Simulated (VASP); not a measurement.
Shape and ions are relaxed at each volume.

Energy against volume of Lu (hcp). All values below come from PBE GGA with D3 dispersion (Becke-Johnson damping), VASP's PBE PAW potentials (set 64) (plane waves; VASP).

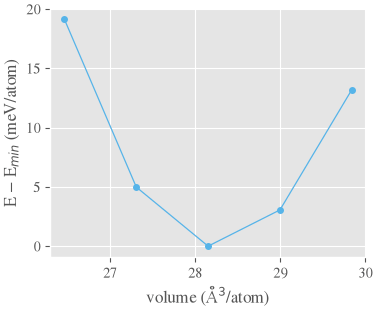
Energy against volume

Task: Estimate the equilibrium volume and the bulk modulus.

Result: The minimum lies near 28.2 Å³/atom, and the curvature gives B0 of about 50 GPa.

Measured: bulk modulus 47.6 GPa (computed value off by +5.7 %), as given by Wikipedia, Lutetium (infobox). The calculation is for a static lattice, while the measured bulk modulus holds thermal and zero-point effects, which are part of the difference.

The compound is Lu in the hcp structure. It was relaxed first.
